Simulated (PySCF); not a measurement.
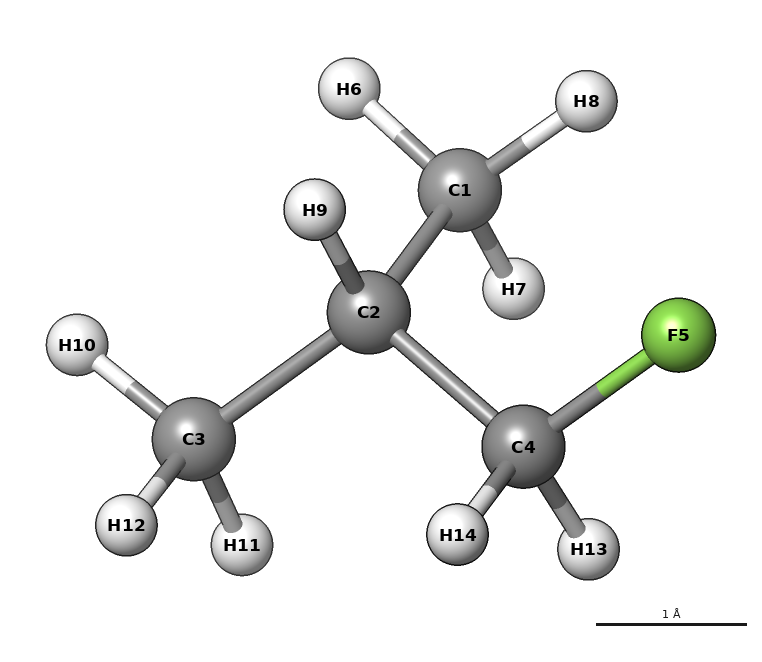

Atoms carry their numbers in the input. The geometry was computed by an optimisation with PBE0-D3(BJ)/def2-TZVP. No frequency run is at hand to confirm it as a minimum.

**Describe the coordination of atom 3.**

C3 has 4 neighbours (C2 at 1.52, H10 at 1.09, H11 at 1.09, H12 at 1.09 Å); the arrangement is tetrahedral.

**What is the geometry at C4?**

C4 has 4 neighbours (C2 at 1.51, F5 at 1.38, H13 at 1.10, H14 at 1.09 Å); the arrangement is tetrahedral.

**How are the neighbours of atom 2 arranged?**

C2 has 4 neighbours (C1 at 1.52, C3 at 1.52, C4 at 1.51, H9 at 1.10 Å); the arrangement is tetrahedral.

**What is the geometry at C1?**

C1 has 4 neighbours (C2 at 1.52, H6 at 1.09, H7 at 1.09, H8 at 1.09 Å); the arrangement is tetrahedral.

**What is the dihedral angle C1–C2–C4–F5?**

61° in size, that is gauche.
